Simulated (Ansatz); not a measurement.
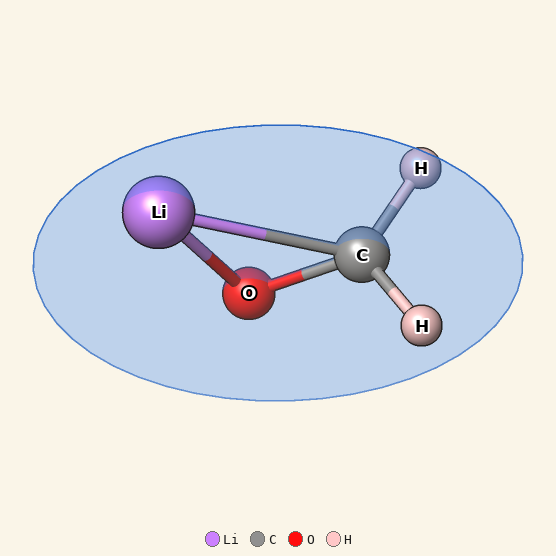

All proper rotation axes (lines) and mirror planes (discs) of the structure are drawn in. Depth is shown by fading: the farther an atom, the more it takes the colour of the background. The species is neutral and a spin doublet. The computed structure is the end point of a PBE-D4/def2-SVP optimisation. No frequency run is at hand to confirm it as a minimum.

Name the symmetry elements and the point group.

It has 1 mirror plane. Point group Cs. The group has 2 operations. The geometry is achiral, and symmetry allows a dipole moment.
